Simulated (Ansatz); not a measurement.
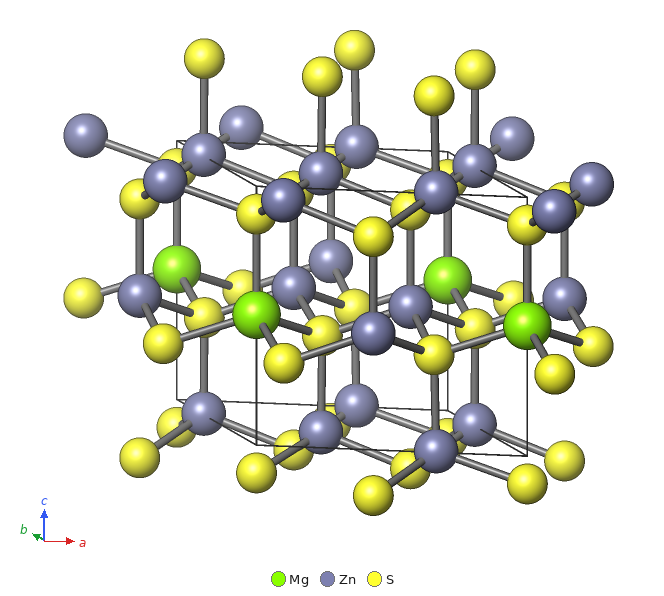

The figure gives a ball-and-stick picture of the atoms, viewed slightly off an axis. The edges of the conventional unit cell are marked. Atoms just outside the outline that bond to atoms inside are added.

MgZn$_{5}$S$_{6}$, space group P31m (No. 157), a = 6.719 Å, b = 6.719 Å, c = 6.341 Å, α = 90.00°, β = 90.00°, γ = 120.00°. It goes back to a structure type filled with these elements by a generator (whether the compound takes this form wasn't checked). Earlier steps of the study, as a rule a relaxation of our own, may have changed the cell and positions, so they can lie some per cent off the listed ones. Ansatz was used for an electronic-structure calculation on it.

This one geometry was computed with Ansatz (DFT, plane waves, PAW) at three levels of theory: LDA, r2SCAN and PBE.

Which level gives the highest pressure at this volume, and what does that say about its equilibrium volume?

Answer. Highest: PBE (0.0 GPa), which points to the largest equilibrium volume. Lowest, with the smallest volume: LDA (-5.4 GPa). Levels within 0.5 GPa of each other can't be told apart.

How does the band gap change with the level of theory?

Answer. LDA: a gap of 1.99 eV, direct; PBE: a gap of 2.25 eV, direct; r2SCAN: a gap of 2.81 eV, direct.

Collect the results in a table.

Answer.
| level | cutoff (eV) | k-mesh of the run's cell | gap (eV) | pressure (GPa) |
| --- | --- | --- | --- | --- |
| LDA | 420 | 6×6×4 | 1.99 | -5.4 |
| r2SCAN | 500 | 6×6×4 | 2.81 | -2.0 |
| PBE | 420 | 6×6×4 | 2.25 | 0.0 |

Gaps are taken on the k-mesh or band path of each run.
